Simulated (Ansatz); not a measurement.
A computed series for SnTe: response to strain

Base system: SnTe in the rock salt structure (space group Fm-3m, No. 225; a = 6.370 Å). Axes: x, y, z lie along the cube axes.

Strains are applied to the cell and any free atomic positions relax; under biaxial strain the out-of-plane vector relaxes too.

Computed with r2SCAN (Ansatz, a first-principles code; PAW; 500 eV plane waves; without spin-orbit coupling).

Notes on the quantities. pressure: mean of the normal stresses, compression positive.

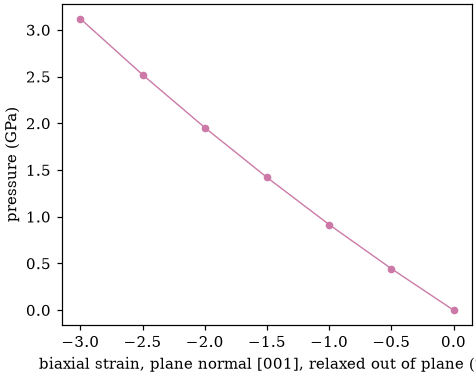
Figure: Pressure against biaxial strain, plane normal [001], relaxed out of plane

From the plot, what is the pressure for biaxial strain −3.00 %, plane normal [001], relaxed out of plane?

About 3.1 GPa.

Is the trend monotonic over the range shown?

Yes, it falls throughout, spanning 0.0 GPa to 3.1 GPa.

No phonon test of stability was made. The final runs are not spin-polarised.
